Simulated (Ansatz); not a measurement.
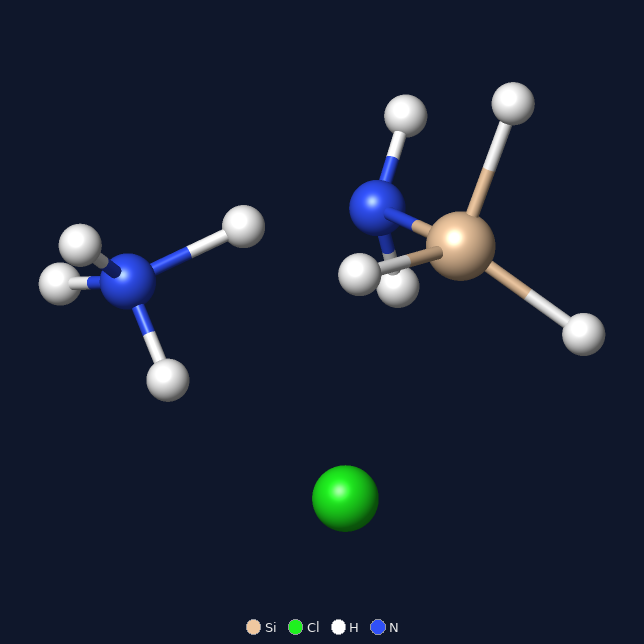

Sticks follow a distance rule. Harmonic vibrations computed with RKS PBE0-D4/def2-TZVP (Ansatz 0.2.0) at a stationary point of the same level.

Question: How many imaginary frequencies does it have?

Answer: A first-order saddle point: one imaginary frequency, 808i cm⁻¹.

Question: How many vibrational modes are there, and where do they lie?

Answer: 33 modes: 808i, 98, 113, 234, 243, 274, 345, 444, 505, 587, 629, 683, 718, 740, 889, 943, 961, 1013, 1042, 1273, 1518, 1566, 1637, 1684, 1759, 2121, 2262, 2299, 2989, 3476, 3549, 3588, 3635 cm⁻¹.
